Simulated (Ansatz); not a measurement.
**In (I4/mmm): the Drude term of Re ε in the infrared**

Re ε of In (I4/mmm) along x at low photon energies is read from one computed spectrum; the carriers' damping was typed as γ = 0.1 eV. x, y and z are the Cartesian axes of the input cell.

Symmetry: I4/mmm, No. 139, tetragonal system. The conventional cell has a = 3.251 Å, b = 3.251 Å, c = 4.947 Å, α = 90.00°, β = 90.00°, γ = 90.00°. In on site a has 12 In at 3.25 to 3.38 Å as nearest neighbours.

Method: Ansatz 0.2.0, PBE, independent particles, k-mesh 16×16×16 with interpolation inside its cells, Gaussian parameter 0.1 eV.

Launch of the response step: `ansatz run input.yaml --threads 4 --pin off --max-ram 8192MiB --backend cpu --events-out ev --progress --plain --runs-dir out`. The run took 27 s, on 4 threads of Arm Neoverse V1, with other jobs on the host.

| photon energy E (eV) | wavelength (µm) | Re ε |
| --- | --- | --- |
| 0.25 | 4.96 | ? |
| 0.30 | 4.13 | -992.3 |
| 0.35 | 3.54 | -741.2 |
| 0.40 | 3.10 | -577.3 |
| 0.50 | 2.48 | -384.8 |
| 0.60 | 2.07 | -275.0 |
| 0.70 | 1.77 | -204.7 |

A Drude term over a constant background gives Re ε = ε_b − ωp²/(E² + γ²), linear in 1/(E² + γ²).

Working, on the rows shown:

| x = 1/(E² + γ²) (eV⁻²) | y = Re ε |
| --- | --- |
| 10 | -992.3 |
| 7.54717 | -741.2 |
| 5.88235 | -577.3 |
| 3.84615 | -384.8 |
| 2.7027 | -275 |
| 2 | -204.7 |

Means: x̄ = 5.3297, ȳ = -529.22. Σ(x − x̄)(y − ȳ) = -4622, Σ(x − x̄)² = 47.22. Slope = -4622 / 47.22 = -97.88; intercept = ȳ − slope · x̄ = -7.5667. The line misses the rows shown by at most 6.

Problem. Fill in the last column of the withheld row.

Solution. At x = 13.793 the line gives y = -1357.6. The run gave -1390.2, so the extrapolation is off by 33, 3 % of the range in the table.

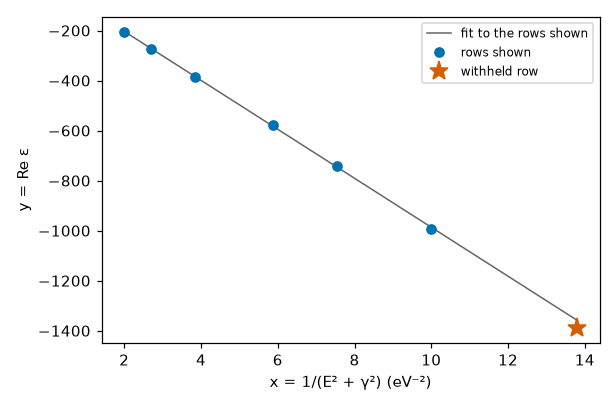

Refitted with all rows, the slope is -100.1 and the intercept 2.0205. These give ωp = √(−slope) = 10.00 eV, against 10.31 eV from the program's Fermi-surface sum, and an intercept of 2.0. Taking the program's Drude term off the rows leaves 75 at the lowest energy and 8 at the highest, so the background isn't constant: interband transitions lie in or near the window, and neither fitted number can be trusted. The values come from a sum over the points of one k-mesh and carry its error, which is largest for Fermi-surface quantities. Spin-orbit coupling is left out.
